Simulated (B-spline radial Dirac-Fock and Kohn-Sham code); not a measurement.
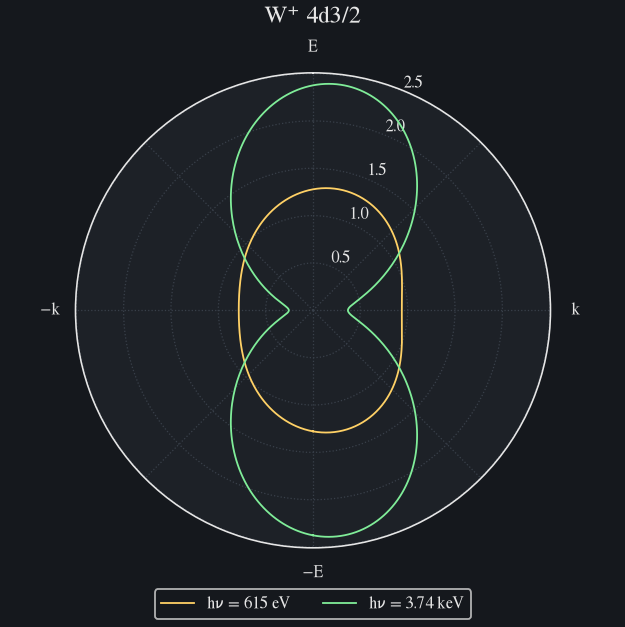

Angular distribution of photoelectrons from N4 (4d3/2) in the plane of the polarisation E (up) and the photon direction k (right), relative to an isotropic one. It refers to the ion W⁺. Level of theory: a Dirac–Hartree–Slater potential; 1 + βP₂(cos θ) + (δ + γ cos²θ) sin θ cos φ with E1 and E1–E2 terms; calculated with a B-spline radial code. Open shells are averaged over j.

Question: What are β, γ and δ at 3.74 keV?

Answer: β = 1.376, γ = 0.399, δ = 0.057.
